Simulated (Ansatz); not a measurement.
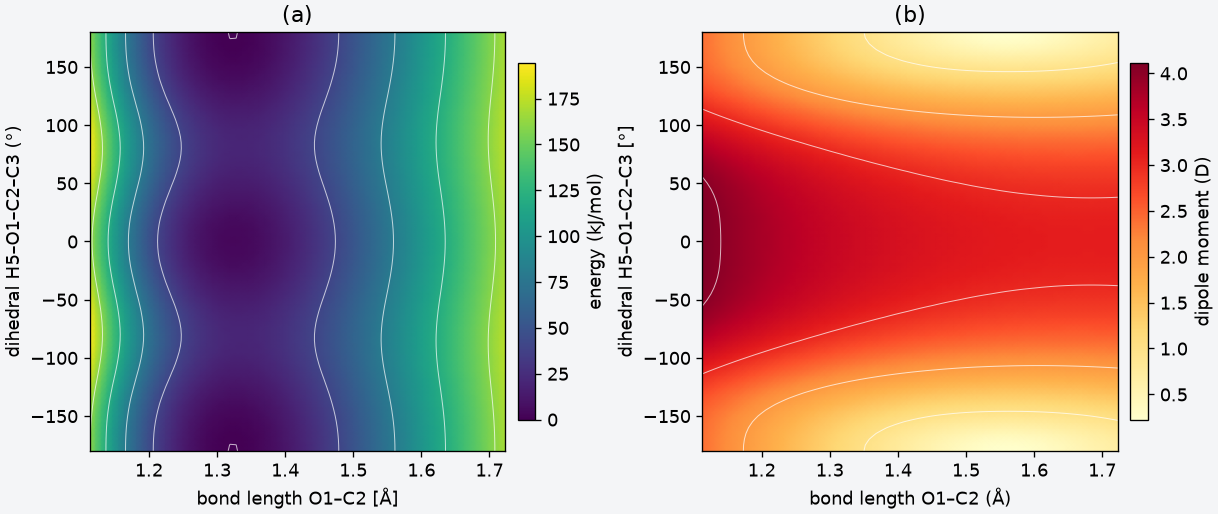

C2H2OS, SMILES OC1=CS1. The first coordinate is: bond length O1–C2; the second: dihedral H5–O1–C2–C3. Nothing is relaxed (all other coordinates rigid). Grid: 15 × 15 points; 129 points were computed and 96 follow by symmetry. Points are written as (first, second). All energies are given in kJ/mol relative to the lowest grid point. The restricted reference is unstable at some or all points, so the energies there are unreliable. Level of theory: Ansatz, RHF-MP2, frozen core/def2-TZVP.

Panel (a) is the energy; panel (b) is the computed dipole moment, in D.

The picture shows a smooth colour map with a few white contour lines. Between grid points the surface is interpolated.

Question: How does the dipole moment vary over the map, and what is it at the lowest grid point?

Answer: Leaving out the highest fifth of the energies, it runs from 0.23 D at (1.549 Å, −180°) to 3.93 D at (1.157 Å, −12°). At the lowest grid point, (1.331 Å, −180°), it is 1.10 D.

```csv
"dihedral H5–O1–C2–C3 ↓, bond length O1–C2 →",1.113,1.157,1.200,1.244,1.287,1.331,1.374,1.418,1.461,1.505,1.549,1.592,1.636,1.679,1.723
156,2.43,2.16,1.92,1.68,1.47,1.27,1.10,0.95,0.84,0.76,0.72,0.73,0.78,0.86,0.96
132,2.66,2.43,2.22,2.03,1.87,1.72,1.60,1.51,1.44,1.39,1.37,1.37,1.39,1.43,1.48
108,3.12,2.91,2.72,2.55,2.41,2.29,2.19,2.11,2.05,2.01,1.98,1.97,1.97,1.99,2.02
84,3.63,3.41,3.23,3.06,2.93,2.81,2.71,2.63,2.57,2.52,2.49,2.47,2.46,2.46,2.47
60,3.96,3.76,3.58,3.42,3.28,3.17,3.07,2.99,2.93,2.88,2.85,2.82,2.81,2.80,2.81
36,4.09,3.90,3.73,3.59,3.46,3.36,3.27,3.19,3.14,3.09,3.05,3.03,3.01,3.01,3.01
12,4.11,3.93,3.78,3.64,3.53,3.43,3.34,3.27,3.22,3.18,3.14,3.12,3.11,3.10,3.11
−12,4.11,3.93,3.78,3.64,3.53,3.43,3.34,3.27,3.22,3.18,3.14,3.12,3.11,3.10,3.11
−36,4.09,3.90,3.73,3.59,3.46,3.36,3.27,3.19,3.14,3.09,3.05,3.03,3.01,3.01,3.01
−60,3.96,3.76,3.58,3.42,3.28,3.17,3.07,2.99,2.93,2.88,2.85,2.82,2.81,2.80,2.81
−84,3.63,3.41,3.23,3.06,2.93,2.81,2.71,2.63,2.57,2.52,2.49,2.47,2.46,2.46,2.47
−108,3.12,2.91,2.72,2.55,2.41,2.29,2.19,2.11,2.05,2.01,1.98,1.97,1.97,1.99,2.02
−132,2.66,2.43,2.22,2.03,1.87,1.72,1.60,1.51,1.44,1.39,1.37,1.37,1.39,1.43,1.48
−156,2.43,2.16,1.92,1.68,1.47,1.27,1.10,0.95,0.84,0.76,0.72,0.73,0.78,0.86,0.96
−180,2.39,2.10,1.83,1.57,1.33,1.10,0.88,0.68,0.49,0.33,0.23,0.26,0.38,0.52,0.68
```
